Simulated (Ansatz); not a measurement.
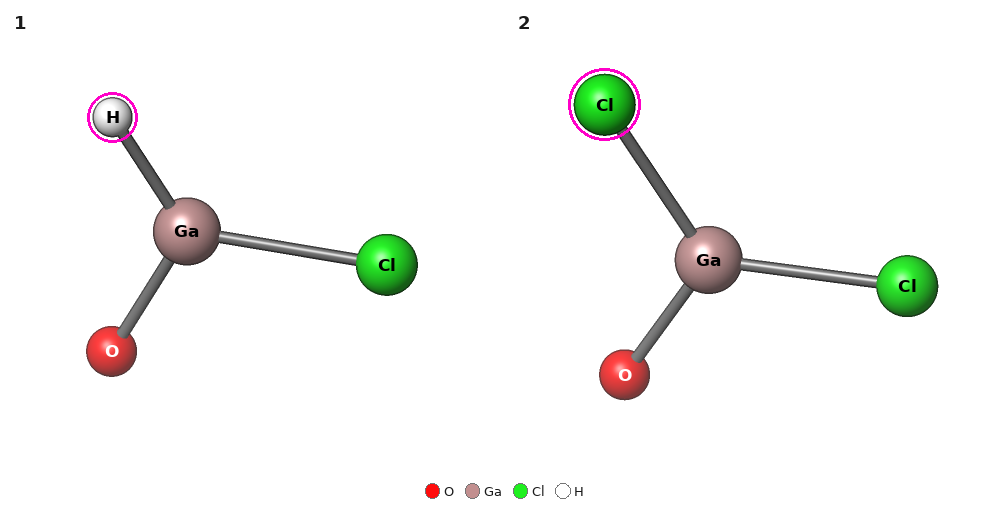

2 molecules with one skeleton, seen from the same side and at one scale; the atom that differs is circled. Each species is neutral and a spin doublet. Computed geometries: PBE0-D4/def2-TZVP optimisations, one conformation each. Properties computed with Ansatz 0.2.0.

One atom differs, called X below: H in panel 1, Cl in panel 2. Their formulas are ClGaHO (`[O][GaH][Cl]`), GaCl2O (`[O][Ga]([Cl])[Cl]`).

Question: In which is the angle O–Ga–X larger (PBE0-D4/def2-TZVP)?

Answer: In panel 1 (X = H).

Question: In which is the harmonic zero-point energy higher (PBE0-D4/def2-TZVP)?

Answer: In panel 1 (X = H).

Give the values. With PBE0-D4/def2-TZVP: length of X–Ga (Å), angle O–Ga–X (°), harmonic zero-point energy (kJ/mol). With B3LYP-D4/def2-TZVPP: dipole moment (D).

| quantity | 1 (H) | 2 (Cl) | 2 − 1 |
| --- | --- | --- | --- |
| length of X–Ga (Å) | 1.543 | 2.110 | +0.567 |
| angle O–Ga–X (°) | 122.7 | 118.5 | −4.2 |
| dipole moment (D) | 1.99 | 0.59 | −1.40 |
| harmonic zero-point energy (kJ/mol) | 25.9 | 11.9 | −14.0 |
